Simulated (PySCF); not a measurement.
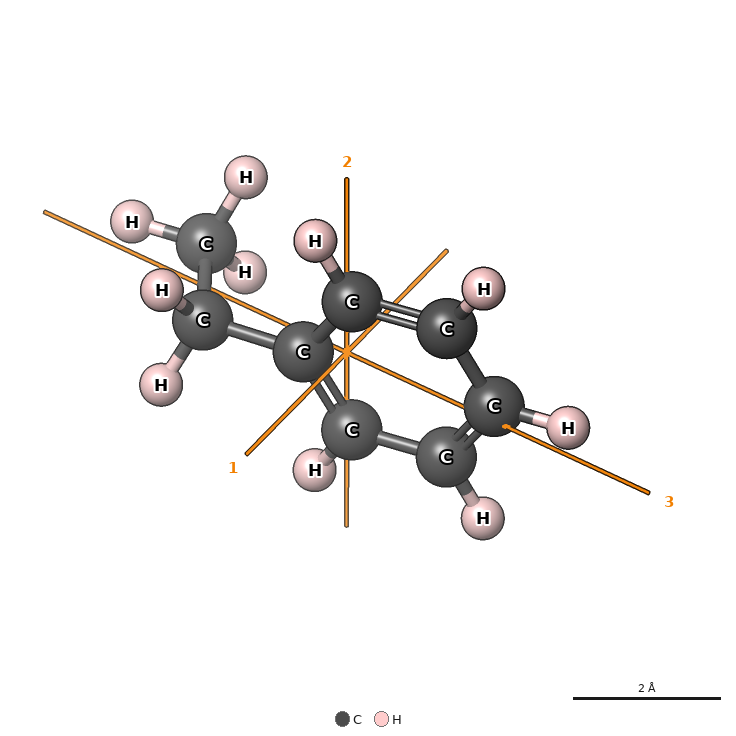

The three principal axes of inertia are drawn and numbered. Atoms fade into the background with distance from the viewer. The geometry was computed by an optimisation with PBE0-D3(BJ)/def2-SVP. No frequency run is at hand to confirm it as a minimum. Masses are those of the most abundant isotopes; constants are for the rigid equilibrium geometry.

Q: Which line is the a axis (least moment of inertia), which b and which c?

A: a is line 3, b is line 2, c is line 1; the moments are 111, 345, 416 u Å².

Q: Classify the rotor and give the rotational constants (GHz).

A: An asymmetric top (Cs): A = 4.53, B = 1.47, C = 1.22 GHz. Ray's parameter κ is −0.85, nearer the prolate limit.
